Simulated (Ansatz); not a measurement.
## Pressure series in LiNbO3

Consider LiNbO3 (space group R3c, No. 161).

```
CELL_PARAMETERS angstrom
      2.59493     1.49819     4.67214
     -2.59493     1.49819     4.67214
      0.00000    -2.99637     4.67214
ATOMIC_POSITIONS crystal
  Li 0.70264 0.70264 0.70264
  Li 0.20264 0.20264 0.20264
  Nb 0.98381 0.98381 0.98381
  Nb 0.48381 0.48381 0.48381
  O  0.62624 0.87386 0.26316
  O  0.87386 0.26316 0.62624
  O  0.26316 0.62624 0.87386
  O  0.76316 0.37386 0.12624
  O  0.37386 0.12624 0.76316
  O  0.12624 0.76316 0.37386
```

Cell and atoms are relaxed at each pressure.

Level of theory: PBE (Ansatz, an electronic-structure program; PAW; 420 eV plane waves; no spin-orbit coupling), earlier PAW set.

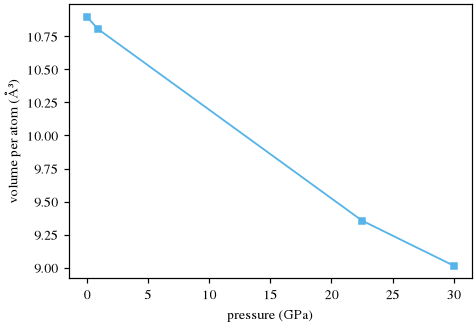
Volume per atom against pressure

| pressure (GPa) | volume per atom |
|---|---|
| 0.9 | 10.81 Å³ |
| 22.5 | 9.36 Å³ |
| 30 | 9.02 Å³ |

Load acts through the strain it causes; cell and atoms are relaxed under it. Stability against distortions was not tested. No other phases were tried under pressure.
